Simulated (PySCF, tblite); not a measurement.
# C₄H₉OSi radical: geometry, infrared bands and EPR parameters

Aim: predict the infrared bands and EPR parameters of C₄H₉OSi radical (`[CH2]CC(=C)O[SiH3]`).

Computed with tblite 0.8.0 and PySCF 2.14.0, with density-fitted response routines of our own, on a single molecule in the gas phase. Atoms count from 0, in the outputs and in this text.

### 1 Starting geometry

15 atoms, charge 0, multiplicity 2; geometry from: force field or distance geometry start.

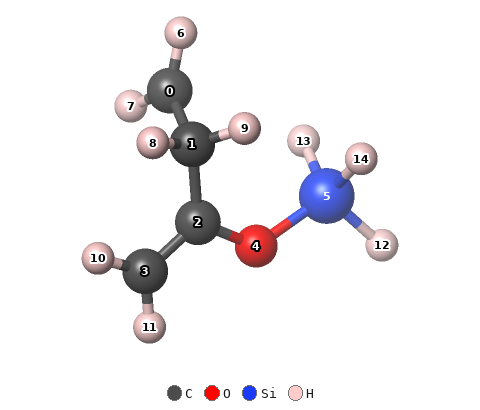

The starting geometry (carbon dark grey, oxygen red, silicon blue, hydrogen pink), atoms numbered.

### 2 Geometry optimisation with GFN2-xTB

The job: settings as JSON, then the geometry in Å.

```
{"job": {"kind": "relax", "xc": "GFN2-xTB", "basis": "xTB"}, "charge": 0, "multiplicity": 2}
C     -1.051200     0.126000    -1.430500
C      0.091100     0.782900    -0.753700
C      0.036600     0.649100     0.768400
C     -0.332700     1.704100     1.518100
O      0.366500    -0.525700     1.438100
Si     0.821500    -1.962700     0.743300
H     -0.975600    -0.145000    -2.477700
H     -2.037500     0.136400    -0.968800
H      0.102000     1.834400    -1.030200
H      1.035700     0.374000    -1.120800
H     -0.605900     2.653000     1.095200
H     -0.370100     1.603000     2.609500
H      1.285300    -2.890100     1.817000
H     -0.311700    -2.593500     0.034600
H      1.941600    -1.737900    -0.206900
```

Command:

```console
$ OMP_NUM_THREADS=1 python probes_run.py task.json out
```

The driver reads the jobs from task.json and runs them one after another.

What it wrote:

```text
step      E/eV     max force
  0    -513.87936    1.538
  1    -513.94883    1.075
  2    -513.99352    0.490
  3    -514.01791    0.396
  4    -514.03669    0.369
  5    -514.04648    0.337
  6    -514.06021    0.335
  7    -514.07373    0.319
  8    -514.08369    0.231
  9    -514.09100    0.207
 10    -514.09658    0.212
 11    -514.10136    0.186
 12    -514.10519    0.156
 13    -514.10770    0.118
 14    -514.10993    0.146
 15    -514.11239    0.159
 16    -514.11438    0.112
 17    -514.11571    0.080
 18    -514.11686    0.100
 19    -514.11818    0.104
 20    -514.11952    0.079
 21    -514.12050    0.072
 22    -514.12119    0.079
 23    -514.12201    0.097
 24    -514.12343    0.107
 25    -514.12550    0.126
 26    -514.12738    0.105
 27    -514.12835    0.071
 28    -514.12894    0.059
 29    -514.12961    0.061
 30    -514.13044    0.070
 31    -514.13139    0.078
 32    -514.13236    0.086
 33    -514.13350    0.094
 34    -514.13506    0.127
 35    -514.13703    0.127
 36    -514.13874    0.093
 37    -514.14002    0.090
 38    -514.14105    0.077
 39    -514.14163    0.136
 40    -514.14246    0.086
 41    -514.14349    0.064
 42    -514.14500    0.107
 43    -514.14619    0.111
 44    -514.14754    0.090
 45    -514.14888    0.059
 46    -514.14969    0.053
 47    -514.15010    0.065
 48    -514.15049    0.046
 49    -514.15093    0.045
 50    -514.15136    0.059
 51    -514.15169    0.048
 52    -514.15191    0.037
 53    -514.15218    0.041
 54    -514.15264    0.062
 55    -514.15332    0.075
 56    -514.15399    0.062
 57    -514.15439    0.034
 58    -514.15462    0.034
 59    -514.15481    0.035
 60    -514.15509    0.041
 61    -514.15543    0.053
 62    -514.15576    0.049
 63    -514.15606    0.052
 64    -514.15638    0.058
 65    -514.15678    0.066
 66    -514.15730    0.066
 67    -514.15785    0.068
 68    -514.15848    0.094
 69    -514.15925    0.096
 70    -514.15997    0.075
 71    -514.16050    0.054
 72    -514.16094    0.050
 73    -514.16143    0.077
 74    -514.16200    0.072
 75    -514.16264    0.063
 76    -514.16318    0.048
 77    -514.16342    0.047
 78    -514.16369    0.040
 79    -514.16398    0.038
 80    -514.16431    0.041
 81    -514.16465    0.043
 82    -514.16499    0.043
 83    -514.16530    0.039
 84    -514.16557    0.040
 85    -514.16592    0.039
 86    -514.16642    0.061
 87    -514.16704    0.069
 88    -514.16769    0.055
 89    -514.16831    0.073
 90    -514.16899    0.088
 91    -514.16995    0.106
 92    -514.17113    0.099
 93    -514.17229    0.125
 94    -514.17365    0.099
 95    -514.17550    0.069
 96    -514.17625    0.069
 97    -514.17730    0.069
 98    -514.17781    0.052
 99    -514.17816    0.043
100    -514.17841    0.033
101    -514.17864    0.033
102    -514.17886    0.033
103    -514.17913    0.035
104    -514.17937    0.029
105    -514.17956    0.035
106    -514.17969    0.026
107    -514.17978    0.030
108    -514.17988    0.029
109    -514.17997    0.027
110    -514.18007    0.036
111    -514.18022    0.033
112    -514.18044    0.040
113    -514.18075    0.053
114    -514.18104    0.048
115    -514.18126    0.030
116    -514.18139    0.030
117    -514.18152    0.030
118    -514.18169    0.026
119    -514.18186    0.030
120    -514.18201    0.027
121    -514.18212    0.017
122    -514.18218    0.016
123    -514.18221    0.018
124    -514.18224    0.014
125    -514.18227    0.020
126    -514.18230    0.014
127    -514.18233    0.013
128    -514.18237    0.015
129    -514.18239    0.017
130    -514.18242    0.015
131    -514.18246    0.016
132    -514.18251    0.014
133    -514.18255    0.016
134    -514.18258    0.016
135    -514.18261    0.015
136    -514.18266    0.018
137    -514.18274    0.022
138    -514.18285    0.028
139    -514.18298    0.025
140    -514.18310    0.028
141    -514.18322    0.030
142    -514.18334    0.027
143    -514.18343    0.021
144    -514.18348    0.013
145    -514.18350    0.010
146    -514.18351    0.007
```

Run time: 0.83 s. Hardware: 1 thread of Arm Neoverse V1, shared host.

Step by step: (not every step is listed)

```csv
step,energy from step 0 (eV),largest force (eV/Å)
0,0.0000,1.5376
1,-0.0695,1.0746
2,-0.1142,0.4904
3,-0.1386,0.3964
4,-0.1573,0.3687
5,-0.1671,0.3371
6,-0.1808,0.3355
7,-0.1944,0.3189
8,-0.2043,0.2310
21,-0.2411,0.0722
34,-0.2557,0.1275
47,-0.2707,0.0654
60,-0.2757,0.0414
73,-0.2821,0.0774
86,-0.2871,0.0612
99,-0.2988,0.0429
112,-0.3011,0.0401
125,-0.3029,0.0205
138,-0.3035,0.0276
141,-0.3039,0.0298
142,-0.3040,0.0269
143,-0.3041,0.0215
144,-0.3041,0.0135
145,-0.3041,0.0102
146,-0.3041,0.0068
```

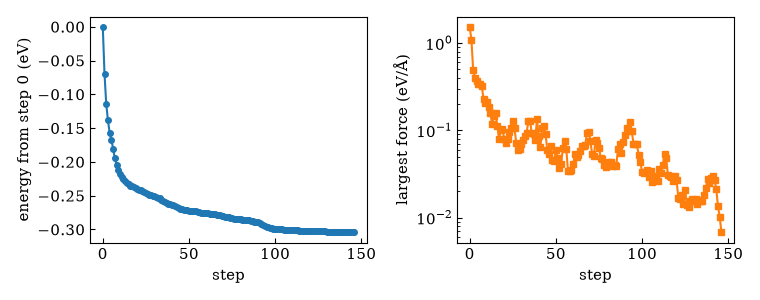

Energy and force, step by step.

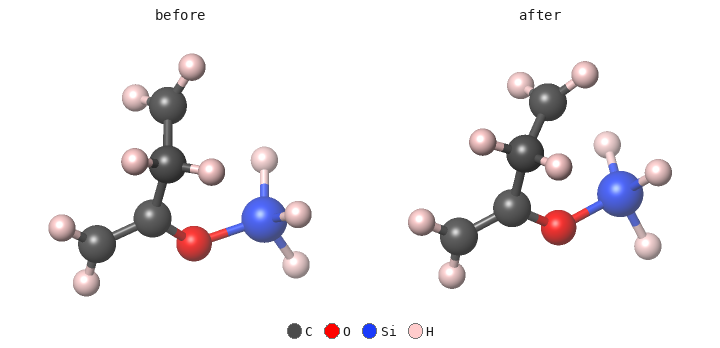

The geometry before (left) and after (right).

Close pairs (by a distance rule), those that changed most:

```csv
bond,before (Å),after (Å),change (Å)
C2–O4,1.392,1.345,-0.047
Si5–H12,1.493,1.459,-0.034
O4–Si5,1.660,1.627,-0.032
Si5–H14,1.486,1.464,-0.022
C3–H11,1.097,1.075,-0.022
C2–C3,1.346,1.326,-0.020
Si5–H13,1.478,1.462,-0.016
C0–H7,1.089,1.074,-0.015
```

The final coordinates are the input of the step that follows.

### 3 Harmonic vibrations with GFN2-xTB

The job: settings as JSON, then the geometry in Å.

```
{"job": {"kind": "ir", "xc": "GFN2-xTB", "basis": "xTB"}, "charge": 0, "multiplicity": 2}
C     -0.709423    -0.146163    -1.364393
C      0.092536     0.906455    -0.721625
C      0.080212     0.751197     0.787587
C     -0.277837     1.718379     1.621036
O      0.479580    -0.443339     1.258176
Si     0.572411    -1.909764     0.558920
H     -0.367743    -0.645353    -2.249937
H     -1.741618    -0.253612    -1.088326
H     -0.302526     1.905133    -0.947832
H      1.128852     0.862688    -1.067134
H     -0.584505     2.683351     1.264231
H     -0.263489     1.564247     2.684905
H      1.193159    -2.613048     1.675942
H     -0.749799    -2.446623     0.240208
H      1.445777    -1.925559    -0.616117
```

What it wrote:

```text
mode    cm-1     km/mol
  1      75.0      3.26
  2      99.6      8.56
  3     143.1      7.35
  4     210.3      0.69
  5     275.8      1.85
  6     304.7      4.35
  7     368.6      4.68
  8     438.7      0.07
  9     569.1     24.23
 10     590.1     66.77
 11     603.3     20.81
 12     632.7     58.70
 13     708.2      3.91
 14     731.7     35.54
 15     782.7    181.53
 16     798.3    204.25
 17     812.0     64.64
 18     832.6    356.72
 19     845.4     53.60
 20     890.5      6.92
 21    1038.8     20.41
 22    1049.3    110.87
 23    1135.0     49.08
 24    1147.2     14.39
 25    1261.0    200.64
 26    1270.9      4.52
 27    1389.5     11.21
 28    1397.0      7.37
 29    1432.7      5.54
 30    1701.8    135.62
 31    2230.6    372.16
 32    2253.9    275.95
 33    2301.9    226.33
 34    2880.7     19.79
 35    2960.0     26.55
 36    3125.5     14.24
 37    3127.0      6.45
 38    3161.3     28.24
 39    3168.8     24.56
```

Run time: 0.4 s. Hardware: 1 thread of Arm Neoverse V1, shared host.

Which atoms move in the most intense modes:

```csv
cm⁻¹,km/mol,atoms
783,181.5,"H13 60 %, H12 23 %, H14 12 %"
798,204.2,"H14 55 %, H12 31 %"
833,356.7,"H12 32 %, H14 21 %, H13 16 %, Si5 11 %"
1261,200.6,"C2 54 %, O4 20 %"
1702,135.6,"C2 55 %, C3 39 %"
2231,372.2,"H14 83 %, H13 12 %"
2254,275.9,"H13 82 %, H14 11 %"
2302,226.3,H12 92 %
```

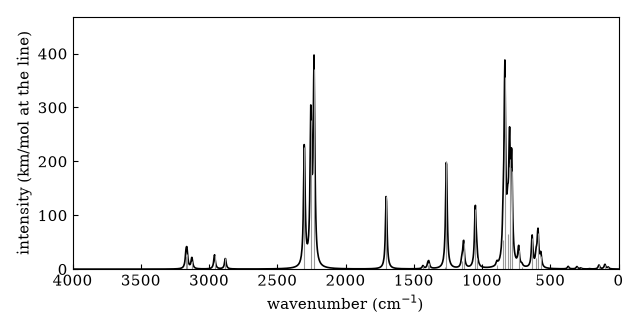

The infrared spectrum from these modes, unscaled. Lines are broadened to a width of 14 cm⁻¹ (Lorentzian).

### 4 EPR parameters: B3LYP/pcH-1

Same as in step 3 but for these lines:

```diff
@@ -1,2 +1,2 @@
-{"job": {"kind": "ir", "xc": "GFN2-xTB", "basis": "xTB"}, "charge": 0, "multiplicity": 2}
+{"job": {"kind": "epr", "basis": "pcH-1"}, "charge": 0, "multiplicity": 2}
 C     -0.709423    -0.146163    -1.364393
```

Method: UKS B3LYP, pcH-1 on C H O Si, non-relativistic, mean-field spin-orbit, GIAO.

What it wrote:

```text
UKS, coarse grid
  cycle   1  E = -522.41843950  |g| = 5.36e-01
  cycle   2  E = -522.27668640  |g| = 8.24e-01
  cycle   3  E = -522.52038538  |g| = 1.03e-01
  cycle   4  E = -522.52362558  |g| = 4.83e-02
  cycle   5  E = -522.52461548  |g| = 1.75e-02
  cycle   6  E = -522.52476367  |g| = 4.63e-03
  cycle   7  E = -522.52477533  |g| = 8.82e-04
  cycle   8  E = -522.52477663  |g| = 2.78e-04
UKS, final grid
  cycle   1  E = -522.52478620  |g| = 3.54e-04
  cycle   2  E = -522.52478613  |g| = 5.89e-04
  cycle   3  E = -522.52478626  |g| = 7.98e-05
  cycle   4  E = -522.52478627  |g| = 3.03e-05
  cycle   5  E = -522.52478627  |g| = 1.93e-05
E = -522.52478627 Eh   <S^2> = 0.7536 (exact 0.7500)
g shifts (ppm)      1          2          3
  rmc          -138       -138       -138
  gc             11         32         35
  oz_so         -36        644        960
  total        -163        539        857
hyperfine (MHz)  atom isotope    a_iso     a_fc   dipolar eigenvalues
    0   13C      99.67      99.76    -78.65    -77.98    156.63
    1   13C     -31.16     -31.17     -2.58     -0.67      3.25
    2   13C      47.37      47.38     -4.08     -2.76      6.84
    3   13C      -1.27      -1.27     -1.31     -0.08      1.39
    4   17O      -0.15      -0.15     -1.87      0.65      1.22
    5  29Si      -2.14      -2.13     -2.48      0.98      1.50
    6    1H     -59.33     -59.35    -37.97     -0.57     38.54
    7    1H     -56.81     -56.82    -37.44     -1.01     38.45
    8    1H     142.11     142.11     -5.77     -2.43      8.20
    9    1H       7.66       7.66     -5.15     -3.92      9.07
   10    1H      -0.03      -0.03     -1.72     -1.09      2.81
   11    1H       1.29       1.29     -1.17     -0.70      1.87
   12    1H      32.15      32.15     -1.30     -1.15      2.46
   13    1H      25.32      25.32     -4.63     -2.75      7.38
   14    1H      21.03      21.03     -3.96     -2.18      6.15
```

Wall time 69 s (1 thread of Arm Neoverse V1, shared host); peak memory 0.94 GiB.

Principal g values 2.00216, 2.00286, 2.00318; g(iso) = 2.00273, against 2.00232 for a free electron.

Hyperfine couplings; where a row names several nuclei, a(iso) is their mean (it holds for fast rotation or exchange) and the dipolar term the largest among them:

```csv
nuclei,isotope,a(iso) (MHz),"a(iso) (G, at g = 2.0023)",largest dipolar term (MHz)
C0,13C,99.7,35.6,156.6
"H8, H9",1H,74.9,26.7,9.1
"H6, H7",1H,-58.1,-20.7,38.5
C2,13C,47.4,16.9,6.8
C1,13C,-31.2,-11.1,3.3
"H12, H13, H14",1H,26.2,9.3,7.4
Si5,29Si,-2.1,-0.8,-2.5
H11,1H,1.3,0.5,1.9
C3,13C,-1.3,-0.5,1.4
O4,17O,-0.1,-0.1,-1.9
H10,1H,0.0,0.0,2.8
```

Mulliken spin populations:

C0 1.03; C1 -0.08; C2 0.03; C3 0.00; O4 0.00; Si5 0.01; H6 -0.04; H7 -0.04; H8 0.06; H9 0.00; H10 0.00; H11 0.00; H12 0.02; H13 0.01; H14 0.01

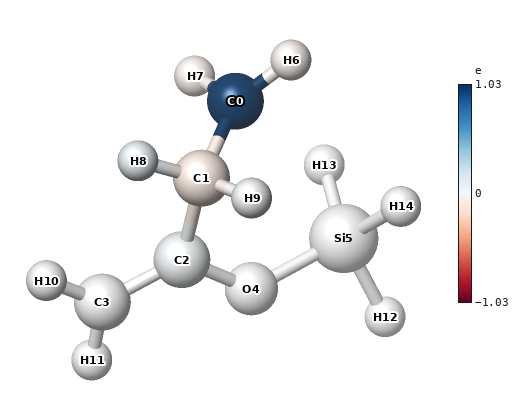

Mulliken spin populations, as colours on the atoms.

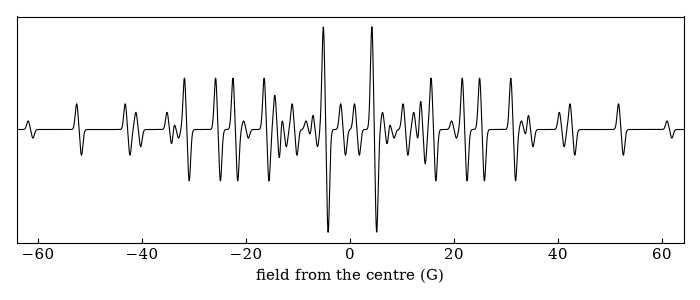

First-order isotropic spectrum (first derivative, main isotopes with spin only, couplings over 0.8 MHz, Gaussian width 0.3 G; couplings of the frozen geometry, rotation of groups not averaged beyond the rows shown).

The fields below are evaluated on a grid from the run's orbitals.

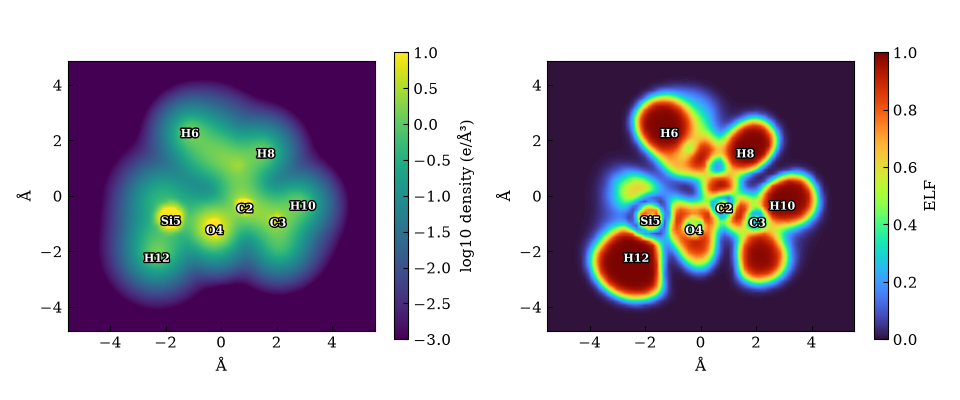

Density (left) and ELF (right) in a plane through or near 8 of the atoms.

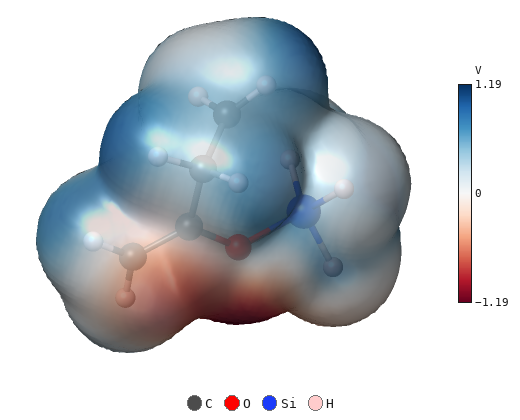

The potential that a unit positive charge feels on the 0.002 e/bohr³ surface, from -1.13 V near O4 to 1.19 V near H14.

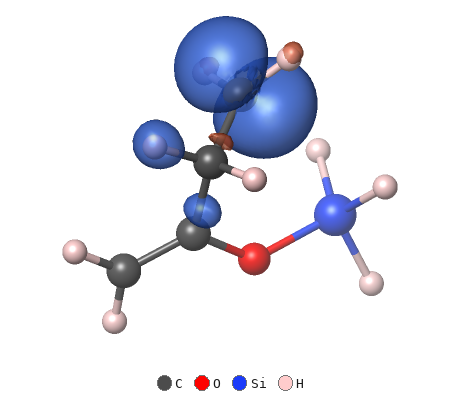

Spin density at ±0.04 e/Å³ (alpha excess blue, beta excess red).

### 5 Results

| quantity | value |
| --- | --- |
| strongest single infrared mode (GFN2-xTB) | 2231 cm⁻¹, 372 km/mol |
| zero-point energy (GFN2-xTB) | 69.7 kcal/mol |
| g(iso) (B3LYP) | 2.00273 |
| ⟨S²⟩ | 0.754 (exact 0.75) |
| largest a(iso) (averaged by class) | 13C on C0, 99.7 MHz |
| potential on the surface of density 0.002 e/bohr³, 1st and 99th percentile | -1.13 V and 1.19 V |

In words: Over 146 steps the energy fell by 0.304 eV; of the close pairs, C2–O4 changed most, 1.392 to 1.345 Å. No mode is imaginary among the 39: a minimum at this level. The strongest single mode, at 2231 cm⁻¹, moves mainly H14. Unscaled tight-binding wavenumbers are off by several per cent, some by more. Its intensities can rank the bands wrongly. C0 carries the largest spin population, 1.03 e. The isotropic g lies 0.4 ppt above the free-electron value. These values are for one conformer; the search (at its own cheap level) found 2 more, at 1.34, 2.47 kcal/mol, and measured spectra average over such forms.
